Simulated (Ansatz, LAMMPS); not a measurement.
# Amorphous Si0.7Ge0.3 (120 atoms): a single point, part 2 of 2

Wanted: forces, charges and levels of amorphous Si0.7Ge0.3 (120 atoms).

Ansatz 0.2.0; Kohn-Sham DFT, r2SCAN, PAW (set soft_2), plane waves.

The cell: 84 Si and 36 Ge. The quench rate of 1000 K/ps is orders of magnitude faster than experiment. The starting topology of bonds comes from the classical model. The Brillouin zone is sampled at Γ only, in a cell whose shortest periodic width is 14 Å.

So far. Step 3 (Plane-wave single point): Between -26 and -14 eV lie 360 more states.

### Step 3. Plane-wave single point (continued)

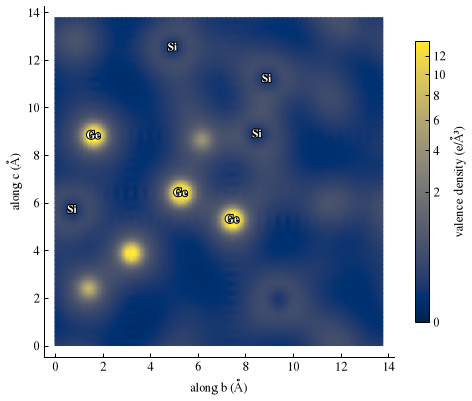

Valence density in the bc plane at fractional x = 0.017, with atoms of Si and Ge within 0.2 Å of it. It is the smooth field of the valence electrons, not physical close to the nuclei. The colour scale is stretched toward low values.

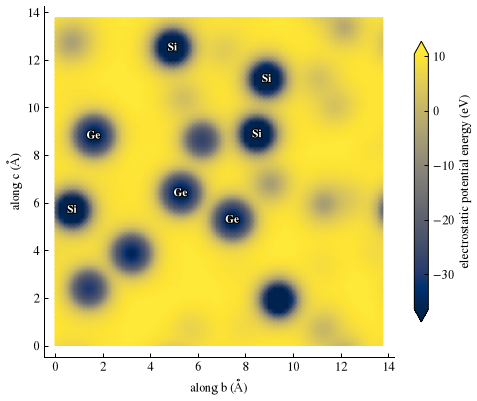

Electrostatic potential energy in the bc plane at fractional x = 0.017, with atoms of Si and Ge within 0.2 Å of it. With pseudopotentials it is smooth inside the atoms' cores, unlike the true potential.

Mean Löwdin charges: Ge -0.02, Si +0.07 e (they miss 0.60 % of the electrons, so they add up to more than the cell's charge). Charges this small depend on the projection, at times even in sign. Within 0.4 eV of the Fermi level the largest share is Si p (58 % of the projected weight).

### Step 4. Local order

These statistics describe the geometry on which the runs were made.

Density 3.16 g/cm³, 21.76 Å³ an atom.

g(r), total and by pair (bins of 0.2 Å):

```csv
r (Å),total,Si-Si,Si-Ge,Ge-Ge
2.20,0.03,0.06,0.00,0.00
2.40,4.30,4.59,4.37,2.40
2.60,1.52,1.42,1.34,2.85
2.80,0.13,0.12,0.09,0.42
3.00,0.11,0.10,0.07,0.34
3.20,0.24,0.17,0.26,0.45
3.40,0.53,0.32,0.77,0.56
3.60,1.12,1.09,1.11,1.35
3.80,1.69,1.73,1.83,0.77
4.00,1.76,1.84,1.56,2.21
4.20,1.43,1.50,1.42,1.08
4.40,1.10,1.02,0.96,2.23
4.60,0.79,0.78,0.78,0.91
4.80,0.85,0.94,0.79,0.62
5.00,0.77,0.86,0.67,0.70
5.20,0.73,0.60,0.80,1.07
5.40,0.86,0.97,0.79,0.60
5.60,0.94,0.97,0.88,1.08
5.80,1.20,1.27,1.14,1.09
6.00,1.04,0.96,1.13,1.11
6.20,1.11,1.11,1.12,1.09
6.40,1.01,1.04,1.02,0.74
6.60,0.91,0.85,1.00,0.81
6.80,0.99,0.95,0.99,1.15
```

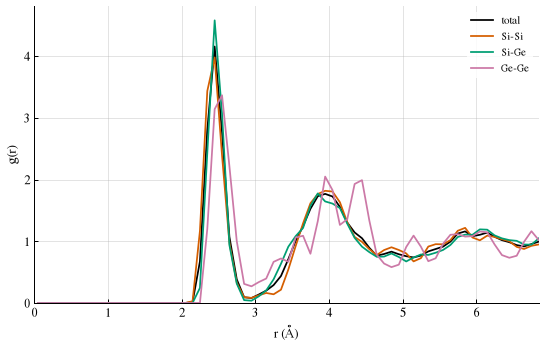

Pair distribution functions, lightly smoothed.

Bonds by pair of elements; cutoffs follow the first minimum of g(r), held within bounds set by covalent radii, and pairs that aren't listed don't count as bonded:

```csv
pair A-B,cutoff (Å),bonds,mean length (Å),spread (Å),shortest (Å),B about A,A about B
Si-Si,2.88,126,2.46,0.098,2.30,3,3
Si-Ge,2.88,104,2.48,0.078,2.38,1.24,2.89
Ge-Ge,2.93,23,2.56,0.099,2.43,1.28,1.28
```

How many atoms have how many bonded neighbours:

```csv
element,mean,3,4,5,6
Ge,4.17,0,30,6,0
Si,4.24,1,63,19,1
```

Bond angles, per cent of each kind in bins of 5°:

```csv
angle (°),Si-Si-Si,Ge-Si-Si,Ge-Ge-Si,Si-Ge-Si,Ge-Si-Ge
55–60,1.6,0.0,0.9,0.0,0.0
60–65,2.3,0.0,0.9,0.0,1.8
65–70,0.0,0.0,0.0,0.0,0.0
70–75,1.6,1.3,0.9,0.9,1.8
75–80,2.0,1.8,1.8,0.9,3.5
80–85,2.6,4.4,3.6,0.0,7.0
85–90,3.3,4.4,2.7,0.9,5.3
90–95,7.6,8.9,9.9,6.4,7.0
95–100,9.5,12.9,7.2,10.0,8.8
100–105,10.5,15.6,11.7,13.6,7.0
105–110,14.5,9.8,17.1,20.0,12.3
110–115,12.5,11.6,18.0,19.1,10.5
115–120,10.9,8.9,10.8,12.7,8.8
120–125,7.6,6.2,6.3,4.5,8.8
125–130,2.6,5.3,1.8,7.3,3.5
130–135,2.6,0.9,2.7,0.0,3.5
135–140,1.0,3.1,0.9,0.9,7.0
140–145,1.3,1.3,0.0,0.9,0.0
145–150,2.0,0.4,0.9,0.9,0.0
150–155,1.0,1.3,0.0,0.0,0.0
155–160,1.3,0.9,0.0,0.9,1.8
160–165,0.0,0.0,0.0,0.0,0.0
165–170,0.3,0.4,0.9,0.0,1.8
170–175,1.3,0.4,0.0,0.0,0.0
175–180,0.0,0.0,0.9,0.0,0.0
```

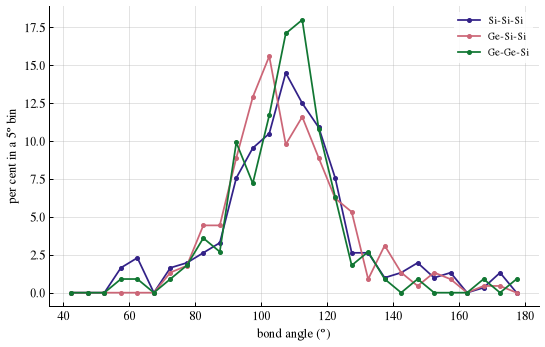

Distributions of the most common bond angles.

Bond angles (no mean is given where the spread exceeds 20°):

```csv
angle,count,mean (°),spread (°)
Si-Si-Si,304,-,-
Ge-Si-Si,225,108,17.3
Ge-Ge-Si,111,107,16.7
Si-Ge-Si,110,110,12.7
Ge-Si-Ge,57,-,-
```

Bond length by coordination (bonds to H left out):

```csv
element,coordination,atoms,mean bond length (Å)
Ge,4,30,2.48
Ge,5,6,2.59
Si,3,1,2.47
Si,4,63,2.43
Si,5,19,2.53
Si,6,1,2.61
```

Rings of the network by King's shortest-path rule, up to 12 atoms, one path for each pair of neighbours; H, halogens, alkali and alkaline-earth atoms are left out, and the last column divides by all other atoms, bonded or not:

```csv
ring size (atoms),rings,per network atom
3,5,0.042
4,16,0.133
5,78,0.65
6,104,0.867
7,62,0.517
8,11,0.092
```

First main peaks of g(r), for some of the pairs, lie near 2.4 Å (Si-Si), 2.5 Å (Si-Ge) and 2.5 Å (Ge-Ge). With the cutoffs above, 83 % of Ge atoms have 4 and 75 % of Si atoms have 4 bonded neighbours. Rings of 6 atoms are the most common (38 % of those counted); sizes run from 3 to 8.

Local excerpt of 11 atoms (numbers count through the whole input) about Si57, which has 5 bonded neighbours where the commonest count for Si is 4; x, y, z are measured from there.

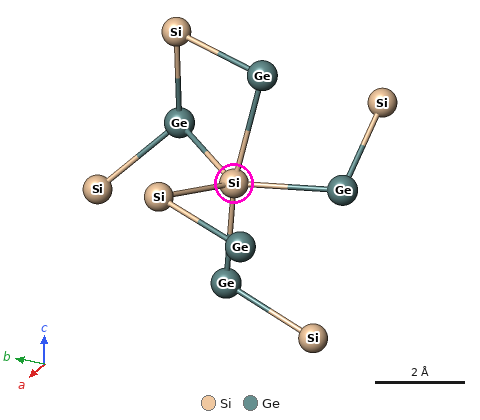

The atoms of the table, within 4.0 Å (arrows a, b, c point along x, y, z); some may hide others; the central atom is ringed.

```csv
atom,x,y,z,distance (Å),bonds,Löwdin charge (e),Fx,Fy,Fz (eV/Å)
Si57,0.00,0.00,0.00,0.00,5,0.10,0.34,0.24,0.45
Si74,-0.54,2.14,-1.02,2.44,4,0.04,0.13,-0.53,0.07
Ge88,1.31,0.74,1.94,2.46,4,-0.01,-0.28,0.05,-0.22
Ge87,-1.19,-2.16,-0.24,2.48,4,-0.03,0.14,0.51,-0.27
Ge90,1.96,-0.74,-1.50,2.57,5,-0.07,0.12,0.38,-0.15
Ge109,-2.00,0.24,1.79,2.69,4,0.01,-0.43,0.11,0.05
Ge112,-1.93,0.76,-2.60,3.33,4,-0.02,-0.09,0.58,-0.25
Si81,-0.58,1.72,3.21,3.69,4,0.05,0.07,-0.13,0.01
Si59,3.27,1.87,0.89,3.87,4,0.03,-0.02,-0.37,0.01
Si28,-1.60,-2.96,1.95,3.89,4,0.09,0.00,0.09,1.01
Si49,0.88,-2.41,-3.01,3.95,4,0.12,0.27,-0.14,0.09
```

The column of bonds counts only the pairs Si-Si within 2.88 Å, Si-Ge within 2.88 Å, Ge-Ge within 2.93 Å; other neighbours, such as metal atoms beside each other in a compound, aren't counted, and periodic images can show an atom twice.

### Step 5. Summary of results

```yaml
free_energy_per_atom: -1737.8331 eV/atom
pressure: -3.264 GPa
r_m_s_force_component: 0.2926 eV/Å
wall_time_of_the_1_dft_run: 50 s
```

What this shows: Counting bands leaves a spacing of only 0.051 eV (at Γ alone), which the smearing bridges: 2 levels are partly filled by over 2 %, so a gap, if any, is small at this level. With the cutoffs above, 83 % of Ge atoms have 4 and 75 % of Si atoms have 4 bonded neighbours.

What to keep in mind: The geometry was minimised with a classical potential after classical dynamics and isn't relaxed at this level: its force components are 0.29 eV/Å r.m.s. The pressure of -3.3 GPa belongs to a cell and atoms that aren't relaxed at this level.

[Logs are printed without paths, hosts, clocks, repeated set-up lines and the standing remarks that a program may print on its own settings, such as how far it seeks lower states.]

[Hosts, paths, dates, database ids (printed as entryN), source tags and the programs' standing remarks are cut or masked in the printed files.]
